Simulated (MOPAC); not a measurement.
Frequency calculation, with input and output: CH6BrNSi (part 2 of 3)

The same run, continued: CH6BrNSi, SMILES C[SiH](N)Br; PM6-DH+, closed shell, dispersion DH+ (MOPAC 23.2.5). The geometry was optimised with PM6-DH+.

Geometry of the input (Å):
```
C  -0.9436  1.0275  -0.3414
Si -0.1621  -0.6027  0.0193
N  1.3993  -0.4375  0.6853
Br 0.0587  -1.7865  -1.7852
H  -0.3773  1.6589  -1.0412
H  -1.0794  1.6040  0.5903
H  -1.9461  0.8724  -0.7824
H  -0.9812  -1.3720  0.9483
H  2.0052  0.3648  0.5976
H  1.8890  -1.1781  1.1724
```

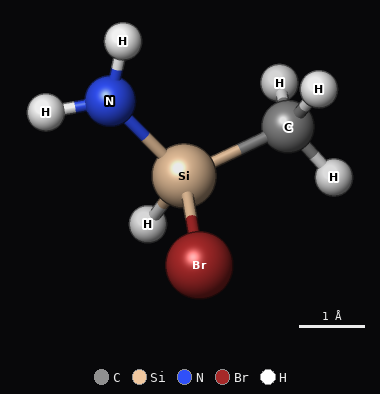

**Figure 1.** The input geometry (ball-and-stick view, seen at a tilt).

## Output, continued
```
           1    0.0836    0.0013    0.0009   -0.0003    0.0001   -0.0238   -0.0004    0.0012
           2    0.0029    0.0009   -0.0007   -0.0504    0.0131    0.0030    0.0004   -0.0003
           3   -0.0041   -0.0001    0.0006   -0.0140   -0.0483   -0.0032   -0.0003    0.0002
           4   -0.0067    0.0006   -0.0117   -0.0003    0.0004   -0.0021   -0.0009   -0.0005
           5   -0.0013    0.0017    0.0175   -0.0007    0.0002    0.0000   -0.0000   -0.0015
           6   -0.0001    0.0003   -0.0265   -0.0002   -0.0007    0.0001   -0.0004   -0.0000
           7    0.0004   -0.0234   -0.0001   -0.0000    0.0001    0.0006   -0.0458   -0.0082
           8    0.0028   -0.0521   -0.0016    0.0001   -0.0002   -0.0007    0.0151   -0.0332
           9   -0.0003    0.0022   -0.0003   -0.0001   -0.0000    0.0003   -0.0168    0.0040
          10   -0.0000    0.0000    0.0000   -0.0000   -0.0000    0.0000   -0.0000   -0.0000
          11    0.0000   -0.0000   -0.0000   -0.0000    0.0000   -0.0000    0.0000    0.0000
          12    0.0000   -0.0000   -0.0002   -0.0000   -0.0000   -0.0000    0.0000    0.0000
          13   -0.2606   -0.0063    0.0022   -0.0517    0.1848    0.1468    0.0035   -0.0061
          14   -0.0710   -0.0047    0.0028    0.0341   -0.1985   -0.1744   -0.0046    0.0064
          15    0.1188    0.0004   -0.0044   -0.1004    0.3154    0.2888    0.0070   -0.0102
          16   -0.2693   -0.0044   -0.0016   -0.1236   -0.1428    0.0993    0.0015   -0.0043
          17   -0.0778   -0.0043    0.0012    0.1236    0.1748   -0.1296   -0.0023    0.0042
          18   -0.0956   -0.0002    0.0007    0.2733    0.3028   -0.2523   -0.0038    0.0081
          19   -0.2698   -0.0046   -0.0031    0.1851   -0.0547    0.0902    0.0006   -0.0024
          20    0.1175    0.0029   -0.0012    0.4642   -0.1381    0.2677    0.0025   -0.0056
          21    0.0267    0.0003   -0.0006    0.0003   -0.0230    0.0021    0.0000   -0.0000
          22   -0.0100    0.0023    0.3222   -0.0002    0.0008    0.0017   -0.0000    0.0010
          23    0.0004    0.0039   -0.4605   -0.0006   -0.0003   -0.0009   -0.0010    0.0010
          24    0.0019   -0.0031    0.7594   -0.0002    0.0002    0.0015    0.0014    0.0009
          25   -0.0025    0.3879   -0.0011    0.0014   -0.0011   -0.0078    0.1672   -0.2596
          26   -0.0007    0.2326    0.0006   -0.0030    0.0027    0.0135   -0.3454    0.4287
          27    0.0005    0.0740    0.0008    0.0012   -0.0002   -0.0049    0.1171   -0.1606
          28   -0.0001   -0.0852   -0.0032   -0.0001   -0.0011    0.0028    0.4951    0.3854
          29   -0.0064    0.4353    0.0036    0.0004   -0.0004   -0.0000    0.1352    0.0692
          30    0.0022   -0.1065   -0.0031    0.0002    0.0002    0.0005    0.1245    0.1041

           MASS-WEIGHTED COORDINATE ANALYSIS (NORMAL COORDINATES)

   Root No.       1         2         3         4         5         6         7         8

                 1 A       2 A       3 A       4 A       5 A       6 A       7 A       8 A

                 120.9     126.5     176.6     198.3     246.8     344.9     582.9     610.4

           1   -0.0679    0.1600    0.0877   -0.1613   -0.1514   -0.1559   -0.0313   -0.0512
           2    0.1135   -0.2080    0.2172    0.2181   -0.3095   -0.0026   -0.2017    0.1016
           3    0.1462   -0.2461    0.0438    0.4018    0.1099    0.0337    0.1298    0.1752
           4   -0.1069    0.2503    0.1425   -0.2328   -0.2484   -0.2021   -0.0105    0.0038
           5   -0.0400    0.2105    0.1240    0.0194    0.4027    0.2574   -0.0096    0.0300
           6   -0.0448    0.0087   -0.1309   -0.1552   -0.3359    0.7056   -0.0542    0.0050
           7   -0.0422   -0.0259   -0.3511   -0.1156    0.3588    0.0659   -0.1380    0.1250
           8   -0.0437    0.2378    0.2746    0.0020    0.0652    0.1251    0.0804   -0.1199
           9   -0.1674    0.2430    0.4548    0.1022    0.1867    0.0080   -0.0483   -0.3605
          10    0.1202   -0.2215    0.0511    0.2667    0.0353    0.1622    0.0050    0.0125
          11   -0.0127   -0.1411   -0.3183   -0.1272   -0.0922   -0.2049    0.0035   -0.0043
          12    0.0358   -0.0050   -0.1662   -0.1756    0.0384   -0.4120    0.0168    0.0027
          13   -0.0363    0.0543    0.0245   -0.1341   -0.2076    0.0485    0.4385    0.1434
          14    0.4869    0.1124    0.0516    0.0599   -0.1633   -0.0168    0.1307   -0.0264
          15    0.3262    0.0291    0.0062    0.1639    0.0789   -0.0546   -0.1189   -0.0785
          16    0.0530   -0.0110    0.0564    0.1096   -0.0445   -0.2198   -0.0799   -0.3617
          17   -0.4115   -0.2845    0.0965    0.1263   -0.1639   -0.0413    0.1020   -0.0601
          18    0.3067    0.0211    0.0082    0.1541    0.0703   -0.0488   -0.0811   -0.0758
          19   -0.0741    0.0949   -0.0031   -0.1102    0.1322    0.0188   -0.4344    0.1528
          20    0.0606   -0.0741    0.0735    0.0871   -0.1598   -0.0262    0.1245   -0.0402
          21   -0.4674   -0.3236    0.0489    0.2113    0.0600   -0.0662   -0.0583   -0.0654
          22   -0.0236    0.0747    0.0429   -0.0148   -0.0569   -0.0371    0.3827    0.0285
          23   -0.0212    0.0901   -0.0299    0.0187    0.0391    0.0663    0.1866   -0.0936
          24   -0.0159    0.0222   -0.0641   -0.0300   -0.0794    0.1373   -0.0613   -0.0736
          25   -0.0669    0.1080   -0.2781    0.1379    0.1913    0.0462    0.2757   -0.2102
          26    0.0083    0.0018    0.0928   -0.0432    0.1439    0.0300    0.2230    0.0394
          27    0.0951   -0.2796    0.4519   -0.3479    0.2612   -0.0499    0.1249    0.4655
          28    0.0338   -0.1265   -0.0434   -0.1466    0.1677    0.0586    0.0506   -0.1731
          29   -0.0278    0.1308    0.1210    0.0208   -0.1761   -0.0041   -0.3505    0.1569
          30   -0.2075    0.4733   -0.1270    0.4632   -0.0354   -0.1200    0.0637    0.5162

   Root No.       9        10        11        12        13        14        15        16

                 9 A      10 A      11 A      12 A      13 A      14 A      15 A      16 A

                 655.3     690.2     779.4     797.7     833.1     967.2    1206.9    1212.6

           1    0.0704    0.3823   -0.4262    0.1597    0.3064    0.1648   -0.0291    0.0075
           2   -0.1667    0.2463    0.1685   -0.0148   -0.0374    0.0759    0.0733   -0.2693
           3   -0.2420   -0.0279   -0.1452    0.1661   -0.1215   -0.0194   -0.2670   -0.0766
           4   -0.0102   -0.1073    0.2772   -0.0907   -0.3931   -0.3920    0.0009    0.0001
           5    0.0241    0.0177   -0.1010    0.0376    0.2677   -0.5313   -0.0048    0.0202
           6    0.1911    0.0608    0.0315   -0.2049    0.0932   -0.0139    0.0120    0.0047
           7    0.0267   -0.3812   -0.0124    0.0454    0.0750    0.2598    0.0001    0.0026
           8    0.0190   -0.1484   -0.1137   -0.2387   -0.3291    0.5403    0.0045   -0.0166
           9   -0.2239   -0.0847    0.0174    0.1395    0.0356   -0.0022   -0.0029   -0.0013
          10   -0.0076   -0.0016    0.0032   -0.0006    0.0159    0.0014   -0.0003   -0.0004
          11   -0.0096    0.0036    0.0146    0.0151   -0.0116    0.0087   -0.0002   -0.0009
          12   -0.0592   -0.0125   -0.0012   -0.0272    0.0020    0.0045   -0.0009   -0.0006
          13   -0.1867   -0.0703   -0.4313    0.2554    0.0400    0.0077    0.2141   -0.0637
          14    0.0311   -0.0553   -0.0634    0.0278    0.0109   -0.0008    0.2518    0.5925
          15    0.1029    0.0191    0.0815   -0.0606   -0.0026   -0.0008   -0.0128    0.4069
          16    0.5425    0.0027   -0.0936   -0.1248    0.2668    0.0353   -0.1228   -0.1715
          17    0.0908   -0.0546   -0.0360   -0.0141    0.0372    0.0025   -0.5006    0.4192
          18    0.1151    0.0116    0.0075   -0.0281    0.0385    0.0050    0.1751   -0.3259
          19   -0.2538    0.4922    0.0648    0.0301    0.0139    0.1891   -0.0156    0.2143
          20    0.0657   -0.0965   -0.0235    0.0008    0.0108   -0.0469    0.0055   -0.1226
          21    0.1013   -0.0114    0.0082   -0.0249    0.0065   -0.0108    0.7182    0.1660
          22   -0.2436   -0.0124    0.5000   -0.2279    0.5337    0.1975    0.0196   -0.0022
          23    0.1839    0.0783    0.4333    0.6462    0.0415    0.1682    0.0006   -0.0023
          24    0.2474    0.0559    0.0953    0.4338   -0.2529    0.0522   -0.0047   -0.0025
          25   -0.0182    0.2671   -0.0160   -0.1562   -0.2137    0.0512    0.0023   -0.0074
          26    0.1339    0.1744   -0.0144   -0.1660   -0.2054    0.1405    0.0028   -0.0058
          27    0.3539    0.0622    0.0744   -0.0217   -0.0063    0.0472    0.0002    0.0076
          28   -0.0610    0.0021    0.0018   -0.0125   -0.0441    0.0385    0.0004   -0.0022
          29   -0.0425   -0.4688   -0.0507    0.1134    0.1518    0.1879   -0.0028    0.0121
          30    0.2683    0.0645    0.0145   -0.0683   -0.0059    0.0158    0.0012   -0.0026

   Root No.      17        18        19        20        21        22        23        24

                17 A      18 A      19 A      20 A      21 A      22 A      23 A      24 A

                1221.6    1546.5    2161.5    2667.8    2677.6    2749.8    2792.4    2838.9

           1    0.4899    0.0067    0.0031   -0.0016    0.0004   -0.1467   -0.0021    0.0063
           2    0.0169    0.0048   -0.0024   -0.2747    0.0748    0.0183    0.0022   -0.0013
           3   -0.0238   -0.0007    0.0021   -0.0764   -0.2750   -0.0200   -0.0013    0.0010
           4   -0.0600    0.0049   -0.0644   -0.0021    0.0038   -0.0201   -0.0070   -0.0043
           5   -0.0121    0.0130    0.0960   -0.0055    0.0017    0.0000   -0.0001   -0.0114
           6   -0.0011    0.0025   -0.1453   -0.0015   -0.0058    0.0005   -0.0027   -0.0002
           7    0.0023   -0.1282   -0.0005   -0.0000    0.0007    0.0037   -0.2475   -0.0449
           8    0.0178   -0.2850   -0.0062    0.0007   -0.0011   -0.0049    0.0817   -0.1827
           9   -0.0020    0.0120   -0.0011   -0.0006   -0.0002    0.0020   -0.0907    0.0219
          10   -0.0005    0.0004    0.0004   -0.0000   -0.0001    0.0004   -0.0001   -0.0000
          11    0.0004   -0.0001   -0.0004   -0.0001    0.0000   -0.0003    0.0001    0.0001
          12    0.0003   -0.0004   -0.0022   -0.0001   -0.0000   -0.0006    0.0001    0.0001
          13   -0.4422   -0.0092    0.0023   -0.0816    0.3046    0.2625    0.0050   -0.0090
          14   -0.1205   -0.0069    0.0029    0.0538   -0.3271   -0.3118   -0.0067    0.0095
          15    0.2016    0.0006   -0.0045   -0.1584    0.5198    0.5164    0.0101   -0.0151
          16   -0.4570   -0.0064   -0.0016   -0.1951   -0.2354    0.1776    0.0022   -0.0064
          17   -0.1319   -0.0063    0.0013    0.1951    0.2881   -0.2316   -0.0033    0.0063
          18   -0.1622   -0.0003    0.0007    0.4312    0.4991   -0.4510   -0.0055    0.0119
          19   -0.4578   -0.0067   -0.0033    0.2921   -0.0901    0.1612    0.0009   -0.0036
          20    0.1993    0.0043   -0.0013    0.7325   -0.2275    0.4786    0.0036   -0.0083
          21    0.0453    0.0004   -0.0007    0.0004   -0.0380    0.0037    0.0001   -0.0001
          22   -0.0170    0.0033    0.3351   -0.0003    0.0013    0.0030   -0.0001    0.0015
          23    0.0007    0.0057   -0.4789   -0.0009   -0.0005   -0.0017   -0.0015    0.0014
          24    0.0032   -0.0046    0.7898   -0.0004    0.0003    0.0027    0.0020    0.0013
          25   -0.0042    0.5696   -0.0012    0.0022   -0.0018   -0.0140    0.2422   -0.3836
          26   -0.0012    0.3415    0.0006   -0.0048    0.0044    0.0241   -0.5004    0.6335
          27    0.0009    0.1086    0.0008    0.0019   -0.0003   -0.0087    0.1697   -0.2373
          28   -0.0001   -0.1252   -0.0033   -0.0002   -0.0019    0.0051    0.7174    0.5695
          29   -0.0109    0.6392    0.0037    0.0006   -0.0006   -0.0000    0.1959    0.1022
          30    0.0038   -0.1564   -0.0032    0.0004    0.0004    0.0010    0.1804    0.1538

          DESCRIPTION OF VIBRATIONS

 VIBRATION          1    1A           ATOM PAIR      ENERGY CONTRIBUTION    RADIAL
 FREQUENCY           120.93         C  1 -- H  5         +32.3% (429.0%)      0.3%
 TRANSITION DIPOLE   0.0375         C  1 -- H  6         +29.3% (408.3%)      5.8%
 TRAVEL (Ang.)       0.0000         C  1 -- H  7         +29.2% (407.5%)      0.9%
 REDUCED MASS        0.3045         C  1 -- Si 2          +4.0% (151.5%)      2.5%
 EFFECTIVE MASS     21.9160
 FORCE CONSTANT      0.0026

 VIBRATION          2    2A           ATOM PAIR      ENERGY CONTRIBUTION    RADIAL
 FREQUENCY           126.50         C  1 -- H  7         +18.4% (298.1%)     37.7%
 TRANSITION DIPOLE   0.1024         C  1 -- Si 2         +17.0% (286.5%)      3.3%
 TRAVEL (Ang.)       0.6695         C  1 -- H  5         +16.4% (281.9%)      0.2%
 REDUCED MASS        1.1891         C  1 -- H  6         +14.1% (261.1%)     58.1%
 EFFECTIVE MASS     80.2670
 FORCE CONSTANT      0.0112

 VIBRATION          3    3A           ATOM PAIR      ENERGY CONTRIBUTION    RADIAL
 FREQUENCY           176.60         N  3 -- H 10         +22.0% (183.3%)      3.0%
 TRANSITION DIPOLE   0.1385         Si 2 -- N  3         +20.9% (178.7%)      0.4%
 TRAVEL (Ang.)       0.3133         N  3 -- H  9         +14.9% (151.1%)     88.4%
 REDUCED MASS        3.8889         C  1 -- Si 2         +11.5% (132.8%)      7.1%
 EFFECTIVE MASS     48.5678
 FORCE CONSTANT      0.0715

 VIBRATION          4    4A           ATOM PAIR      ENERGY CONTRIBUTION    RADIAL
 FREQUENCY           198.29         C  1 -- Si 2         +23.7% (223.5%)      1.4%
 TRANSITION DIPOLE   0.1145         C  1 -- H  7         +21.0% (210.2%)     20.9%
 TRAVEL (Ang.)       0.4077         C  1 -- H  5         +20.8% (209.4%)     12.1%
 REDUCED MASS        2.0459         C  1 -- H  6         +15.9% (182.7%)     80.8%
 EFFECTIVE MASS     48.5705
 FORCE CONSTANT      0.0474

 VIBRATION          5    5A           ATOM PAIR      ENERGY CONTRIBUTION    RADIAL
 FREQUENCY           246.80         Si 2 -- N  3         +17.8% (187.9%)      0.9%
 TRANSITION DIPOLE   0.0696         C  1 -- Si 2         +17.5% (186.7%)      1.3%
 TRAVEL (Ang.)       0.2673         N  3 -- H  9         +14.0% (167.1%)     36.6%
 REDUCED MASS        3.8233         N  3 -- H 10         +10.8% (146.4%)     57.1%
 EFFECTIVE MASS     62.5562
 FORCE CONSTANT      0.1372

 VIBRATION          6    6A           ATOM PAIR      ENERGY CONTRIBUTION    RADIAL
 FREQUENCY           344.87         Si 2 -- Br 4         +26.1% (118.8%)     98.1%
 TRANSITION DIPOLE   1.3552         C  1 -- Si 2         +19.8% (103.4%)      0.4%
 TRAVEL (Ang.)       0.1148         Si 2 -- N  3         +19.7% (103.2%)      0.1%
 REDUCED MASS       14.8271         Si 2 -- H  8         +14.3% ( 87.9%)     23.7%
 EFFECTIVE MASS     43.6865
 FORCE CONSTANT      1.0390

 VIBRATION          7    7A           ATOM PAIR      ENERGY CONTRIBUTION    RADIAL
 FREQUENCY           582.92         C  1 -- H  5         +20.6% ( 78.9%)      6.2%
 TRANSITION DIPOLE   0.2693         N  3 -- H  9         +18.9% ( 75.6%)      7.3%
 TRAVEL (Ang.)       0.7283         N  3 -- H 10         +18.9% ( 75.6%)      5.3%
 REDUCED MASS        0.2181         C  1 -- H  7         +17.1% ( 71.9%)      9.3%
 EFFECTIVE MASS      2.7409         Si 2 -- H  8         +10.2% ( 55.5%)      0.7%
 FORCE CONSTANT      0.0437

 VIBRATION          8    8A           ATOM PAIR      ENERGY CONTRIBUTION    RADIAL
 FREQUENCY           610.36         N  3 -- H 10         +23.8% ( 58.4%)      0.0%
 TRANSITION DIPOLE   0.9751         N  3 -- H  9         +20.3% ( 53.8%)      0.2%
 TRAVEL (Ang.)       0.4379         C  1 -- H  6         +20.1% ( 53.6%)     15.6%
 REDUCED MASS        0.5761         C  1 -- H  5         +11.9% ( 41.1%)      2.7%
 EFFECTIVE MASS      3.0552         C  1 -- H  7         +11.7% ( 40.9%)      3.8%
 FORCE CONSTANT      0.1265

 VIBRATION          9    9A           ATOM PAIR      ENERGY CONTRIBUTION    RADIAL
 FREQUENCY           655.30         C  1 -- H  6         +29.9% ( 74.9%)     14.2%
 TRANSITION DIPOLE   1.2780         C  1 -- H  7         +17.7% ( 57.6%)      4.6%
 TRAVEL (Ang.)       0.5528         C  1 -- H  5         +15.2% ( 53.4%)      2.1%
 REDUCED MASS        0.3367         C  1 -- Si 2         +10.5% ( 44.5%)      2.8%
 EFFECTIVE MASS      3.9210
 FORCE CONSTANT      0.0852
```
